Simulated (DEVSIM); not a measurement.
Structure: Ti/AlN/p-Si capacitor, at 500 K.

```csv
layer (left to right),material,thickness (nm),Na (cm⁻³)
1,AlN,27.0,-
2,Si,2200,7.1e16
```

Metal gate on the left, work function 4.33 eV. Fixed charge at the semiconductor interface 2.9e11 cm⁻² (in units of +e); interface traps 3.3e10 cm⁻² eV⁻¹, uniform in energy, neutral level at 0.3 of the gap above the valence band.

The device is made up for the run: typed textbook-type constants, with dimensions and the other settings drawn at random. Values at 300 K; Nc and Nv go as T^1.5, mobilities as T to minus their exponent, the gap by Varshni's rule with the affinity fixed.

```
parameter         AlN        Si
----------------  ---  --------
gap (eV)          6.1     1.124
affinity (eV)     1.9      4.05
permittivity      8.5      11.7
Nc (cm⁻³)           -   2.86e19
Nv (cm⁻³)           -    3.1e19
Varshni α (eV/K)    -  0.000473
Varshni β (K)       -       636
```

Model (solved in DEVSIM): 1D Poisson equation in equilibrium, Boltzmann statistics, complete ionisation; no quantum confinement or tunnelling. Metal contacts follow the ideal Schottky-Mott rule: no Fermi-level pinning, no interface dipoles.

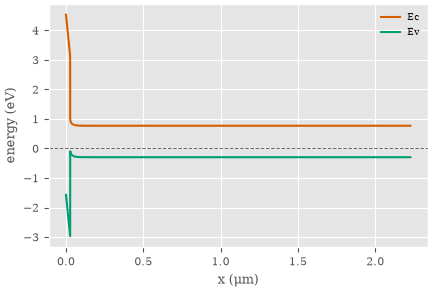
Band edges at -2.1 V on the gate

Energies count from the Fermi level of the right contact; mesh points crowd at the junctions.

| x (μm) | Ec (eV) | Ev (eV) | n (cm⁻³) | p (cm⁻³) | field (V/cm) |
|---|---|---|---|---|---|
| 0.000 | 4.530 | -1.570 | < 1e2 | < 1e2 | -520000 |
| 0.001486 | 4.453 | -1.647 | < 1e2 | < 1e2 | -520000 |
| 0.004523 | 4.295 | -1.805 | < 1e2 | < 1e2 | -520000 |
| 0.01129 | 3.943 | -2.156 | < 1e2 | < 1e2 | -520000 |
| 0.02186 | 3.394 | -2.706 | < 1e2 | < 1e2 | -520000 |
| 0.02522 | 3.220 | -2.881 | < 1e2 | < 1e2 | -520000 |
| 0.02687 | 3.134 | -2.966 | < 1e2 | < 1e2 | -520000 |
| 0.02894 | 0.930 | -0.135 | 2.6e10 | 2.9e18 | -180000 |
| 0.03283 | 0.880 | -0.186 | 8.4e10 | 9.0e17 | -93000 |
| 0.04214 | 0.826 | -0.239 | 2.9e11 | 2.6e17 | -36000 |
| 0.06258 | 0.788 | -0.278 | 7.1e11 | 1.1e17 | -9300 |
| 0.1381 | 0.771 | -0.295 | 1.0e12 | 7.2e16 | -180 |
| 0.2877 | 0.770 | -0.295 | 1.1e12 | 7.1e16 | ≈ 0 |
| 0.6365 | 0.770 | -0.295 | 1.1e12 | 7.1e16 | ≈ 0 |
| 1.543 | 0.770 | -0.295 | 1.1e12 | 7.1e16 | ≈ 0 |
| 1.934 | 0.770 | -0.295 | 1.1e12 | 7.1e16 | ≈ 0 |
| 2.102 | 0.770 | -0.295 | 1.1e12 | 7.1e16 | ≈ 0 |
| 2.172 | 0.770 | -0.295 | 1.1e12 | 7.1e16 | ≈ 0 |
| 2.210 | 0.770 | -0.295 | 1.1e12 | 7.1e16 | ≈ 0 |
| 2.220 | 0.770 | -0.295 | 1.1e12 | 7.1e16 | ≈ 0 |
| 2.225 | 0.770 | -0.295 | 1.1e12 | 7.1e16 | ≈ 0 |
| 2.227 | 0.770 | -0.295 | 1.1e12 | 7.1e16 | ≈ 0 |
